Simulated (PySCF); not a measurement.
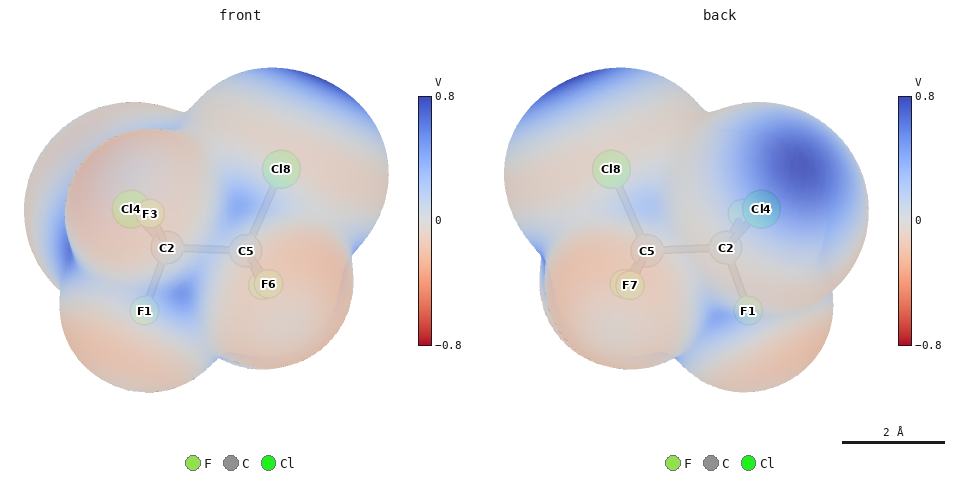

*C2Cl2F4 (SMILES FC(F)(Cl)C(F)(F)Cl). The molecular electrostatic potential painted on the density surface at 0.001 e/bohr³, seen from the front and from behind; the colour scale runs from red (negative) to blue (positive).*

Geometry: PBE0-D3(BJ)/def2-SVP.

Theory: PySCF, PBE0/pcSseg-1, SCF density, in a chloroform solvent model, non-relativistic.

Input file:

```
{"job": {"xc": "PBE0", "basis": "pcSseg-1", "solvent": "chloroform", "kind": "nmr", "pop": true}, "charge": 0, "multiplicity": 1}
F      1.288483    -0.891042    -0.839970
C      0.754153     0.122504    -0.166036
F      0.867889     1.222062    -0.898476
Cl     1.593517     0.324147     1.365526
C     -0.752836    -0.193790     0.048073
F     -1.295342    -0.409604    -1.146566
F     -0.866716    -1.301711     0.767645
Cl    -1.580090     1.136845     0.845238
```

Run with:

```sh
OMP_NUM_THREADS=1 python ens_run.py task.json out
```

Where is the surface potential most negative and most positive?

Answer. The most negative region (about −0.2 V) lies over F1, F3, F6 and F7, the most positive (about +0.8 V) over Cl4 and Cl8. Cl4 shows a σ-hole: about +0.8 V at the tip opposite its bond, against about 0.0 V on its flanks. Cl8 shows a σ-hole: about +0.8 V at the tip opposite its bond, against about 0.0 V on its flanks.

How polar is the molecule by this calculation?

Answer. Its dipole moment is 0.55 D.
